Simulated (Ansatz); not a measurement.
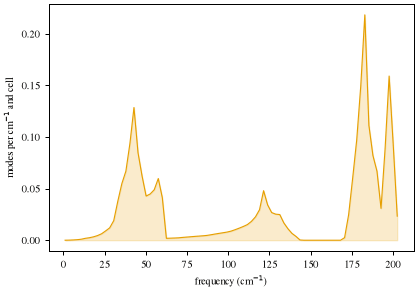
*Phonon density of states of CdSe (zinc blende, F-43m); finite displacements on a 6×6×6 mesh, Ansatz (a quantum-chemistry and plane-wave program), LDA functional, plane-wave PAW, k mesh 6×6×6*

The cell was generated from a structure type, relaxed within its symmetry, and need not be the phase found at ambient conditions. Dynamical quadrupoles are not included in the interpolation of the phonons between the solved wave vectors.

Where is the tallest peak, and is there a gap in the spectrum?

The tallest peak lies near 180 cm⁻¹. There is at least one gap; the lowest begins near 150 cm⁻¹.

The PAW data sets were generated under PBE and serve the other functionals too.
